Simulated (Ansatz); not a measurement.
# Al(100) / 6.0 Å vacuum / Al(100): a missing point of the current-voltage curve

Four biases are known. What current density flows at 1.5 V?

Set-up. Ansatz 0.2.0, plane waves with PAW datasets, PBE; a slab with two metal leads whose outer parts are reservoirs, with density and current solved under bias (Landauer, 300 K). Both electrodes are alike, so the curve is odd in V.

The runs, with one result withheld:

| bias (V) | drop between the leads' cuts (V) | current density (A/m²) |
| --- | --- | --- |
| 0.3 | 0.294 | 1.74×10¹² |
| 0.6 | 0.591 | 3.68×10¹² |
| 1 | 0.989 | 5.57×10¹² |
| 1.5 | 1.49 | ? |
| 2 | 1.98 | 1.16×10¹³ |

Worked fit:

An odd curve starts as J = aV + bV³. Least squares on the four rows gives a = 5.74×10¹² A/(m² V) and b = 1.24×10¹⁰ A/(m² V³), so at 1.5 V: 5.74×10¹² × 1.5 + 1.24×10¹⁰ × 3.375. Predicted: 8.65×10¹² A/m².

What the run gave:

8.78×10¹² A/m², so the prediction is 1.5 % too low. The fit misses the rows shown by up to 6.4 %, and the cubic term makes 0.85 % of the current at 2 V, too little against the scatter to be read.

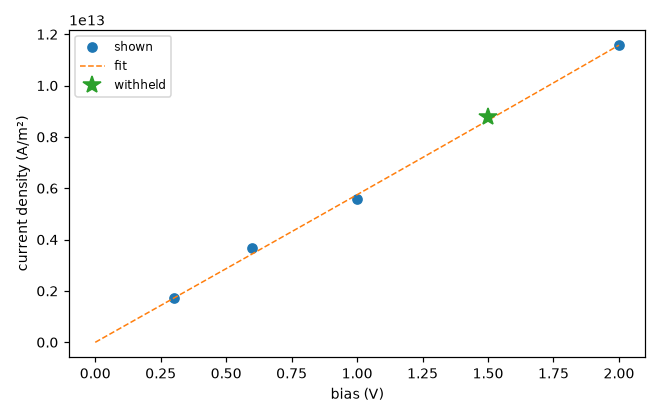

Current density against bias.

Caveats: On every other k-point the currents of these runs, at any bias, move by up to 17 %. Atoms are frozen on ideal sites at every bias.
